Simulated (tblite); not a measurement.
# Geometry relaxation, with input and output: CH$_{4}$Cl$_{2}$OSn (part 2 of 2)

CH$_{4}$Cl$_{2}$OSn; GFN1-xTB, R-SCC, GB solvent (tblite 0.8.0). The geometry comes from this level: PBE0-D4/def2-TZVP. The settings are looser than a standard set-up, so the numbers are not reference values.

Geometry of the input (Å):
```
C  -1.4897  0.2416  -0.0291
Sn 0.5961  -0.0044  -0.2150
O  1.3106  -0.8217  1.3968
Cl 1.1930  -1.3486  -2.0087
Cl 1.7194  1.9980  -0.5450
H  -1.6859  0.9398  0.7832
H  -1.8828  0.6329  -0.9655
H  -1.9343  -0.7279  0.1908
H  2.2620  -0.9559  1.3754
```

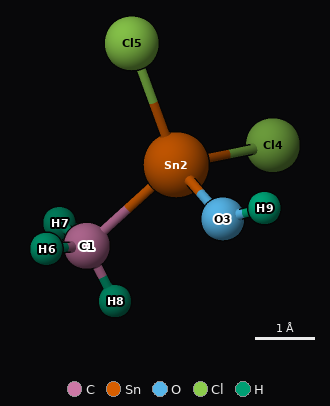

The geometry at step 26 of the log (ball-and-stick view, seen at a tilt; atoms are numbered from 1 in the order of the input).

Trajectory as extended XYZ, continued:
```
9
Properties=species:S:1:pos:R:3:forces:R:3 step=15 energy=-545.03023
C    -1.5016    0.2378   -0.0162   -0.1231  -0.0066   0.0571
Sn    0.6057    0.0409   -0.3217    0.0798  -0.0843   0.1683
O     1.3118   -0.7850    1.3136    0.0257   0.0281  -0.0716
Cl    1.1981   -1.3712   -2.0639    0.0315  -0.0458  -0.0978
Cl    1.7364    2.0514   -0.5683    0.0517   0.0894  -0.0376
H    -1.6519    0.9222    0.8054    0.0283  -0.0145  -0.0208
H    -1.9208    0.6256   -0.9344    0.0655  -0.0298   0.0569
H    -1.8934   -0.7419    0.2131    0.0325   0.0148  -0.0099
H     2.2041   -1.0259    1.5552   -0.1920   0.0488  -0.0445
9
Properties=species:S:1:pos:R:3:forces:R:3 step=16 energy=-545.03313
C    -1.4981    0.2377   -0.0174   -0.0927  -0.0176   0.0729
Sn    0.6088    0.0418   -0.3246    0.0838  -0.0410   0.0649
O     1.3008   -0.7827    1.3122    0.0143   0.0191  -0.0468
Cl    1.1965   -1.3672   -2.0758    0.0290  -0.0279  -0.0626
Cl    1.7353    2.0579   -0.5794    0.0409   0.0536  -0.0259
H    -1.6344    0.9194    0.8092   -0.0088  -0.0272  -0.0350
H    -1.9313    0.6254   -0.9302    0.0946  -0.0448   0.0854
H    -1.8739   -0.7476    0.2155   -0.0033   0.0426  -0.0097
H     2.1846   -1.0310    1.5734   -0.1578   0.0431  -0.0433
9
Properties=species:S:1:pos:R:3:forces:R:3 step=17 energy=-545.03500
C    -1.4974    0.2369   -0.0159   -0.0084  -0.0221   0.0567
Sn    0.6126    0.0432   -0.3288    0.0440   0.0115  -0.0439
O     1.2952   -0.7785    1.3046    0.0728  -0.0250   0.0336
Cl    1.1969   -1.3675   -2.0862    0.0213   0.0003  -0.0241
Cl    1.7369    2.0656   -0.5866    0.0225   0.0107  -0.0188
H    -1.6249    0.9171    0.8121   -0.0292  -0.0148  -0.0133
H    -1.9367    0.6242   -0.9252    0.0929  -0.0404   0.0719
H    -1.8632   -0.7509    0.2179   -0.0305   0.0237   0.0015
H     2.1691   -1.0363    1.5910   -0.1854   0.0562  -0.0636
9
Properties=species:S:1:pos:R:3:forces:R:3 step=18 energy=-545.03581
C    -1.4969    0.2361   -0.0143    0.0713  -0.0284   0.0454
Sn    0.6157    0.0427   -0.3287    0.0053   0.0484  -0.1162
O     1.2923   -0.7774    1.3031   -0.1631   0.0326  -0.0165
Cl    1.1974   -1.3669   -2.0918    0.0169   0.0166   0.0018
Cl    1.7378    2.0690   -0.5909    0.0116  -0.0165  -0.0123
H    -1.6203    0.9158    0.8130   -0.0420   0.0061   0.0235
H    -1.9371    0.6228   -0.9215    0.0746  -0.0228   0.0284
H    -1.8581   -0.7521    0.2188   -0.0527  -0.0122   0.0182
H     2.1575   -1.0363    1.5951    0.0780  -0.0238   0.0277
9
Properties=species:S:1:pos:R:3:forces:R:3 step=19 energy=-545.03686
C    -1.4953    0.2347   -0.0115    0.1050  -0.0245   0.0212
Sn    0.6188    0.0460   -0.3373   -0.0265   0.0539  -0.1176
O     1.2908   -0.7728    1.2934   -0.0138  -0.0247   0.0624
Cl    1.1986   -1.3690   -2.0985    0.0146   0.0283   0.0095
Cl    1.7403    2.0749   -0.5942    0.0057  -0.0287  -0.0153
H    -1.6183    0.9139    0.8153   -0.0330   0.0202   0.0469
H    -1.9386    0.6210   -0.9165    0.0635  -0.0123   0.0031
H    -1.8555   -0.7531    0.2212   -0.0485  -0.0386   0.0263
H     2.1475   -1.0417    1.6109   -0.0672   0.0263  -0.0365
9
Properties=species:S:1:pos:R:3:forces:R:3 step=20 energy=-545.03785
C    -1.4924    0.2334   -0.0095    0.0868  -0.0211   0.0176
Sn    0.6207    0.0486   -0.3441   -0.0283   0.0348  -0.0722
O     1.2885   -0.7707    1.2895   -0.0075  -0.0217   0.0535
Cl    1.1995   -1.3691   -2.1025    0.0168   0.0268   0.0038
Cl    1.7415    2.0776   -0.5971    0.0087  -0.0244  -0.0184
H    -1.6168    0.9128    0.8172   -0.0203   0.0159   0.0472
H    -1.9385    0.6196   -0.9129    0.0592  -0.0077  -0.0081
H    -1.8537   -0.7543    0.2231   -0.0340  -0.0377   0.0277
H     2.1395   -1.0441    1.6191   -0.0814   0.0350  -0.0512
9
Properties=species:S:1:pos:R:3:forces:R:3 step=21 energy=-545.03997
C    -1.4830    0.2295   -0.0036    0.0135  -0.0090   0.0143
Sn    0.6258    0.0548   -0.3601   -0.0186  -0.0150   0.0413
O     1.2777   -0.7663    1.2835   -0.0811   0.0227  -0.0224
Cl    1.2018   -1.3668   -2.1138    0.0228   0.0210  -0.0074
Cl    1.7444    2.0836   -0.6069    0.0170  -0.0147  -0.0226
H    -1.6104    0.9100    0.8231    0.0090  -0.0138   0.0298
H    -1.9362    0.6154   -0.9036    0.0506  -0.0021  -0.0201
H    -1.8469   -0.7587    0.2282    0.0058  -0.0103   0.0292
H     2.1152   -1.0478    1.6361   -0.0191   0.0215  -0.0420
9
Properties=species:S:1:pos:R:3:forces:R:3 step=22 energy=-545.04109
C    -1.4767    0.2270    0.0002   -0.0224  -0.0017   0.0092
Sn    0.6289    0.0576   -0.3676   -0.0148  -0.0238   0.0612
O     1.2665   -0.7638    1.2820   -0.1195   0.0433  -0.0563
Cl    1.2034   -1.3635   -2.1222    0.0247   0.0220  -0.0027
Cl    1.7460    2.0872   -0.6154    0.0180  -0.0194  -0.0203
H    -1.6033    0.9080    0.8274    0.0158  -0.0347   0.0162
H    -1.9342    0.6127   -0.8979    0.0454  -0.0027  -0.0165
H    -1.8394   -0.7625    0.2317    0.0195   0.0126   0.0306
H     2.0972   -1.0488    1.6447    0.0331   0.0044  -0.0213
9
Properties=species:S:1:pos:R:3:forces:R:3 step=23 energy=-545.04241
C    -1.4688    0.2236    0.0051   -0.0514   0.0067   0.0008
Sn    0.6323    0.0600   -0.3744   -0.0133  -0.0169   0.0455
O     1.2479   -0.7611    1.2824   -0.1345   0.0535  -0.0745
Cl    1.2057   -1.3573   -2.1332    0.0263   0.0233   0.0088
Cl    1.7478    2.0905   -0.6277    0.0180  -0.0290  -0.0135
H    -1.5922    0.9050    0.8334    0.0139  -0.0555   0.0005
H    -1.9299    0.6092   -0.8912    0.0311  -0.0037  -0.0076
H    -1.8279   -0.7679    0.2366    0.0247   0.0382   0.0316
H     2.0734   -1.0483    1.6519    0.0852  -0.0166   0.0084
9
Properties=species:S:1:pos:R:3:forces:R:3 step=24 energy=-545.04317
C    -1.4657    0.2221    0.0074   -0.0483   0.0086  -0.0038
Sn    0.6328    0.0602   -0.3750   -0.0116  -0.0029   0.0126
O     1.2363   -0.7602    1.2846   -0.1000   0.0401  -0.0560
Cl    1.2074   -1.3530   -2.1370    0.0264   0.0216   0.0146
Cl    1.7487    2.0900   -0.6338    0.0180  -0.0320  -0.0083
H    -1.5870    0.9031    0.8363    0.0054  -0.0538  -0.0020
H    -1.9256    0.6077   -0.8893    0.0120  -0.0018  -0.0042
H    -1.8225   -0.7700    0.2392    0.0168   0.0398   0.0298
H     2.0640   -1.0462    1.6504    0.0814  -0.0199   0.0172
9
Properties=species:S:1:pos:R:3:forces:R:3 step=25 energy=-545.04373
C    -1.4659    0.2219    0.0081   -0.0291   0.0075  -0.0076
Sn    0.6309    0.0592   -0.3720   -0.0094   0.0085  -0.0151
O     1.2296   -0.7607    1.2882   -0.0278   0.0124  -0.0178
Cl    1.2089   -1.3497   -2.1355    0.0266   0.0144   0.0116
Cl    1.7492    2.0864   -0.6352    0.0205  -0.0249  -0.0053
H    -1.5864    0.9018    0.8371   -0.0046  -0.0350   0.0039
H    -1.9207    0.6074   -0.8908   -0.0118   0.0021  -0.0031
H    -1.8221   -0.7697    0.2406    0.0029   0.0238   0.0243
H     2.0649   -1.0428    1.6424    0.0327  -0.0089   0.0091
9
Properties=species:S:1:pos:R:3:forces:R:3 step=26 energy=-545.04391
C    -1.4678    0.2224    0.0075   -0.0129   0.0047  -0.0080
Sn    0.6291    0.0585   -0.3697   -0.0090   0.0082  -0.0151
O     1.2299   -0.7615    1.2898    0.0206  -0.0047   0.0045
Cl    1.2098   -1.3492   -2.1323    0.0267   0.0087   0.0047
Cl    1.7496    2.0835   -0.6334    0.0230  -0.0160  -0.0059
H    -1.5890    0.9015    0.8366   -0.0076  -0.0174   0.0101
H    -1.9187    0.6079   -0.8929   -0.0237   0.0046  -0.0041
H    -1.8249   -0.7682    0.2407   -0.0040   0.0077   0.0187
H     2.0704   -1.0411    1.6365   -0.0132   0.0042  -0.0050
9
Properties=species:S:1:pos:R:3:forces:R:3 step=27 energy=-545.04401
C    -1.4692    0.2228    0.0071   -0.0038   0.0025  -0.0066
Sn    0.6281    0.0584   -0.3692   -0.0083   0.0041  -0.0065
O     1.2314   -0.7617    1.2897    0.0361  -0.0097   0.0106
Cl    1.2107   -1.3494   -2.1305    0.0262   0.0061   0.0004
Cl    1.7503    2.0821   -0.6322    0.0238  -0.0110  -0.0070
H    -1.5909    0.9011    0.8364   -0.0069  -0.0056   0.0129
H    -1.9184    0.6083   -0.8940   -0.0284   0.0057  -0.0044
H    -1.8269   -0.7671    0.2411   -0.0059  -0.0028   0.0137
H     2.0734   -1.0406    1.6345   -0.0329   0.0107  -0.0129
9
Properties=species:S:1:pos:R:3:forces:R:3 step=28 energy=-545.04417
C    -1.4707    0.2231    0.0067    0.0053  -0.0007  -0.0025
Sn    0.6271    0.0589   -0.3700   -0.0067  -0.0027   0.0077
O     1.2328   -0.7613    1.2886    0.0405  -0.0110   0.0120
Cl    1.2129   -1.3493   -2.1294    0.0248   0.0037  -0.0043
Cl    1.7522    2.0806   -0.6317    0.0236  -0.0055  -0.0084
H    -1.5929    0.8998    0.8370   -0.0042   0.0116   0.0133
H    -1.9192    0.6086   -0.8947   -0.0321   0.0054  -0.0013
H    -1.8287   -0.7660    0.2425   -0.0067  -0.0162   0.0032
H     2.0748   -1.0406    1.6339   -0.0446   0.0155  -0.0199
9
Properties=species:S:1:pos:R:3:forces:R:3 step=29 energy=-545.04437
C    -1.4716    0.2231    0.0067    0.0088  -0.0041   0.0054
Sn    0.6264    0.0599   -0.3721   -0.0034  -0.0076   0.0170
O     1.2325   -0.7603    1.2865    0.0270  -0.0072   0.0078
Cl    1.2164   -1.3483   -2.1300    0.0222   0.0027  -0.0059
Cl    1.7554    2.0795   -0.6332    0.0216  -0.0028  -0.0084
H    -1.5933    0.8976    0.8388   -0.0009   0.0273   0.0075
H    -1.9211    0.6087   -0.8943   -0.0327   0.0024   0.0080
H    -1.8287   -0.7656    0.2451   -0.0062  -0.0251  -0.0114
H     2.0723   -1.0409    1.6354   -0.0364   0.0143  -0.0200
9
Properties=species:S:1:pos:R:3:forces:R:3 step=30 energy=-545.04456
C    -1.4716    0.2228    0.0073    0.0049  -0.0063   0.0140
Sn    0.6263    0.0613   -0.3751    0.0005  -0.0076   0.0152
O     1.2297   -0.7587    1.2840    0.0007   0.0000   0.0004
Cl    1.2210   -1.3462   -2.1325    0.0186   0.0034  -0.0031
Cl    1.7596    2.0788   -0.6369    0.0176  -0.0043  -0.0066
H    -1.5917    0.8951    0.8415    0.0016   0.0360  -0.0041
H    -1.9242    0.6083   -0.8926   -0.0287  -0.0033   0.0226
H    -1.8266   -0.7662    0.2484   -0.0046  -0.0251  -0.0260
H     2.0658   -1.0413    1.6387   -0.0105   0.0071  -0.0124
9
Properties=species:S:1:pos:R:3:forces:R:3 step=31 energy=-545.04473
C    -1.4710    0.2222    0.0083   -0.0028  -0.0063   0.0187
Sn    0.6265    0.0624   -0.3778    0.0027  -0.0032   0.0045
O     1.2259   -0.7572    1.2821   -0.0248   0.0067  -0.0061
Cl    1.2253   -1.3439   -2.1356    0.0150   0.0049   0.0021
Cl    1.7634    2.0784   -0.6413    0.0130  -0.0083  -0.0038
H    -1.5891    0.8933    0.8441    0.0023   0.0341  -0.0151
H    -1.9274    0.6078   -0.8901   -0.0219  -0.0087   0.0348
H    -1.8235   -0.7675    0.2510   -0.0027  -0.0171  -0.0335
H     2.0583   -1.0416    1.6421    0.0190  -0.0021  -0.0015
9
Properties=species:S:1:pos:R:3:forces:R:3 step=32 energy=-545.04492
C    -1.4704    0.2215    0.0096   -0.0105  -0.0047   0.0191
Sn    0.6268    0.0635   -0.3803    0.0032   0.0032  -0.0092
O     1.2215   -0.7558    1.2806   -0.0449   0.0117  -0.0106
Cl    1.2300   -1.3412   -2.1387    0.0113   0.0059   0.0074
Cl    1.7676    2.0777   -0.6459    0.0083  -0.0124  -0.0003
H    -1.5863    0.8923    0.8465    0.0019   0.0246  -0.0231
H    -1.9312    0.6070   -0.8869   -0.0135  -0.0125   0.0415
H    -1.8204   -0.7694    0.2529   -0.0006  -0.0051  -0.0339
H     2.0508   -1.0418    1.6450    0.0448  -0.0107   0.0092
9
Properties=species:S:1:pos:R:3:forces:R:3 step=33 energy=-545.04516
C    -1.4705    0.2208    0.0113   -0.0154  -0.0019   0.0148
Sn    0.6266    0.0644   -0.3825    0.0025   0.0093  -0.0212
O     1.2169   -0.7545    1.2795   -0.0569   0.0142  -0.0125
Cl    1.2361   -1.3380   -2.1410    0.0069   0.0047   0.0107
Cl    1.7730    2.0757   -0.6505    0.0035  -0.0136   0.0034
H    -1.5840    0.8921    0.8484    0.0007   0.0094  -0.0256
H    -1.9361    0.6062   -0.8828   -0.0049  -0.0134   0.0395
H    -1.8178   -0.7715    0.2541    0.0017   0.0080  -0.0264
H     2.0443   -1.0414    1.6464    0.0619  -0.0168   0.0172
9
Properties=species:S:1:pos:R:3:forces:R:3 step=34 energy=-545.04542
C    -1.4718    0.2203    0.0129   -0.0132   0.0009   0.0066
Sn    0.6253    0.0650   -0.3836    0.0017   0.0112  -0.0238
O     1.2137   -0.7538    1.2792   -0.0503   0.0116  -0.0090
Cl    1.2430   -1.3349   -2.1410    0.0025  -0.0001   0.0089
Cl    1.7788    2.0719   -0.6535    0.0003  -0.0087   0.0061
H    -1.5837    0.8929    0.8493   -0.0007  -0.0055  -0.0187
H    -1.9413    0.6055   -0.8791    0.0004  -0.0093   0.0254
H    -1.8176   -0.7730    0.2539    0.0030   0.0155  -0.0118
H     2.0420   -1.0403    1.6448    0.0563  -0.0156   0.0164
9
Properties=species:S:1:pos:R:3:forces:R:3 step=35 energy=-545.04556
C    -1.4740    0.2205    0.0134   -0.0046   0.0017  -0.0002
Sn    0.6236    0.0649   -0.3828    0.0024   0.0070  -0.0144
O     1.2139   -0.7541    1.2801   -0.0260   0.0047  -0.0019
Cl    1.2469   -1.3337   -2.1384    0.0004  -0.0061   0.0026
Cl    1.7819    2.0682   -0.6529    0.0006   0.0004   0.0062
H    -1.5859    0.8942    0.8485   -0.0016  -0.0099  -0.0064
H    -1.9439    0.6056   -0.8780   -0.0011  -0.0027   0.0075
H    -1.8200   -0.7729    0.2527    0.0023   0.0116   0.0006
H     2.0459   -1.0389    1.6403    0.0276  -0.0067   0.0060
9
Properties=species:S:1:pos:R:3:forces:R:3 step=36 energy=-545.04559
C    -1.4751    0.2209    0.0130    0.0010   0.0012  -0.0024
Sn    0.6227    0.0647   -0.3818    0.0034   0.0022  -0.0050
O     1.2154   -0.7547    1.2809   -0.0075  -0.0001   0.0025
Cl    1.2472   -1.3342   -2.1363    0.0005  -0.0084  -0.0015
Cl    1.7821    2.0669   -0.6512    0.0020   0.0054   0.0050
H    -1.5878    0.8948    0.8476   -0.0013  -0.0058   0.0003
H    -1.9438    0.6059   -0.8787   -0.0041   0.0004   0.0006
H    -1.8221   -0.7721    0.2519    0.0012   0.0045   0.0032
H     2.0499   -1.0383    1.6375    0.0048   0.0006  -0.0028
```

Results in brief:

| quantity | value |
| --- | --- |
| outcome | converged |
| total energy | −20.030056 hartree |
| largest force | 0.009 eV/Å |
| dipole moment | 3.29 D |
| hardware | 1 thread of Intel Xeon (Sapphire Rapids), 64 GiB of memory available, shared host |
| wall time | 0.83 s |
| peak memory | 0.11 GiB |

Settings chosen away from the usual ones: accuracy; epsilon; kernel; solvent_model. These settings are looser than, or depart from, a standard set-up, so the numbers are not reference values for this system.
